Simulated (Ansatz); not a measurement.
## Fields on a plane of PdSb2 (space group Pa-3)

```
CELL_PARAMETERS angstrom
      6.46448     0.00000     0.00000
      0.00000     6.46448     0.00000
      0.00000     0.00000     6.46448
ATOMIC_POSITIONS crystal
  Sb 0.37286 0.37286 0.37286
  Sb 0.62714 0.62714 0.62714
  Sb 0.12714 0.62714 0.87286
  Sb 0.87286 0.37286 0.12714
  Sb 0.87286 0.12714 0.62714
  Sb 0.12714 0.87286 0.37286
  Sb 0.62714 0.87286 0.12714
  Sb 0.37286 0.12714 0.87286
  Pd 0.00000 0.00000 0.00000
  Pd 0.50000 0.00000 0.50000
  Pd 0.50000 0.50000 0.00000
  Pd 0.00000 0.50000 0.50000
```

The slice is a {100} plane (indices of the conventional cell) through the point (0.627, 0.627, 0.627) (fractional), spanned by u = [100] and v = [010] in vectors of this cell: u (6.46 Å) and v (6.46 Å, at 90° to u). It covers one period; positions are fractions (u, v).

Atoms on it: Sb at (0.00, 0.00); Sb at (0.25, 0.50). Other atoms lie within 1 Å of the plane.

The numbers are results of PBEsol (plane waves to 420 eV, PAW, scalar-relativistic; Ansatz, an electronic-structure program), not measurements. k mesh 6×6×6. Near the nuclei the fields are pseudised (PAW); where an atom keeps semicore shells as valence, they peak there. PdSb2 is run without spin polarisation. PdSb2 was relaxed with its symmetry unable to fall. Spin-orbit coupling is left out, though Sb is heavy.

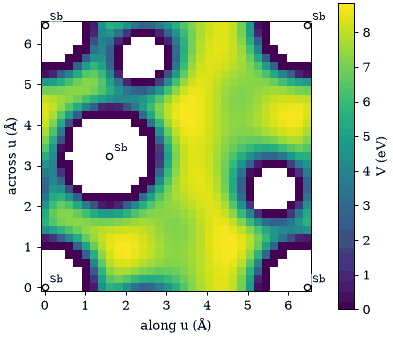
Figure. Electrostatic potential energy of an electron, from the cell's mean, in eV, one period of the plane, atoms marked. Points within 1 Å of a nucleus are left white, as the pseudised field means little there. Values under 0 eV are set to 0. The zero, the cell's mean, hangs on the PAW cores.

```
|xxx267985334444456542100257652xx|
|xx04689743455544455421012676640x|
|12467995346776444444210136876542|
|56678974357876543443211135897665|
|66678864357887643443211134799766|
|66777654345676543333211224578877|
|55444444434455433333221223345666|
|22223456544333333332211122223332|
|00124689987554433221111111111100|
|00246899999986543211111111111000|
|02478877778998642100011222211000|
|24787766566789742000012333322111|
|47887642124678741000123444443223|
|6897640xxx1467741000134565544334|
|699751xxxxx366751000245666543334|
|699751xxxxx266652001246665433334|
|589751xxxxx366752001346654444433|
|4798630xxx1467752001345544455543|
|36987642124668852101245444567764|
|35897665556689852111234434578864|
|34688766667898642111234434678864|
|34567776678887532112233334567654|
|44444445566654322112233334455443|
|56543222223332222111223333333445|
|99864210001111111111112333445678|
|99986310000011111111111234568999|
|77788641000112222211000124689987|
|56677874211123333221000024798766|
|12467886422234454432000025777642|
|xx04679854334455654310002576640x|
|xxx267996433345666532000257662xx|
|xxx157995433334566642000256651xx|
```
Scale: ten equal steps from 0.07 (start of '0') to 0.50 (end of '9'), in the order '0123456789'. Values: electron localisation function (ELF). The map has 32 points along u (one character each, u = 0 at the left) and 32 along v (v = 0 in the bottom row). Points within 0.5 Å of a nucleus are blanked (x), as the pseudised field means little there.
